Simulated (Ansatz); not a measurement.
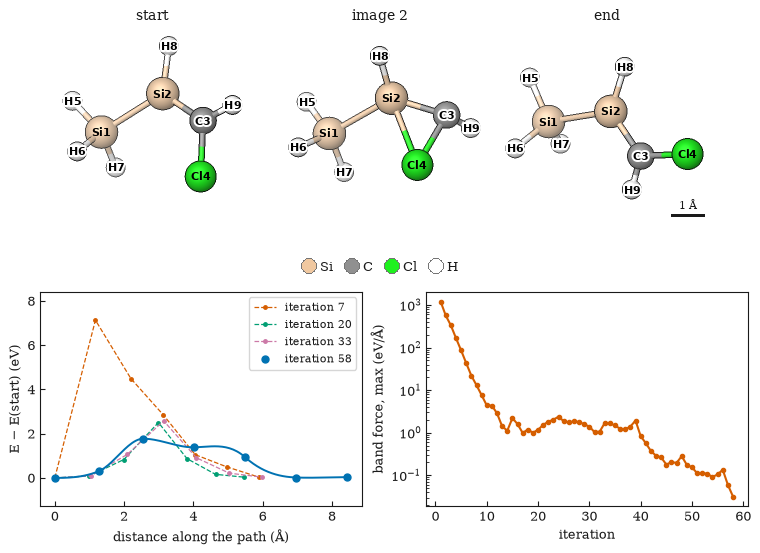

NEB run on CH₅ClSi₂. Images are numbered from 0 (start) to 6 (end). The plot follows the band through its iterations. A ball-and-stick model, seen at a tilt.

These are results of RKS BHLYP/def2-SVP in Ansatz 0.2.0, not measurements. Settings: 5 movable images; climbing image; force threshold 0.05 eV/Å; iteration limit 60; starting path through a guess of the saddle point.

> Judge this run.

The result is final at these settings. The band converged in 58 iterations. The largest component of the band force went from 1200 to 0.032 eV/Å. The climbing image converged on the top of the path. Its vibrational analysis gives one imaginary mode (411i cm⁻¹), as a transition state must have. The first iteration put the highest image at 185.99 eV. The highest point, image 2, lies 1.77 eV above the start and 1.74 eV above the end; the end is at +0.03 eV relative to the start.

The run took 7.9 min on 2 threads of Intel(R) Xeon(R) Platinum 8488C (Sapphire Rapids) (shared host), peak memory 0.22 GiB.
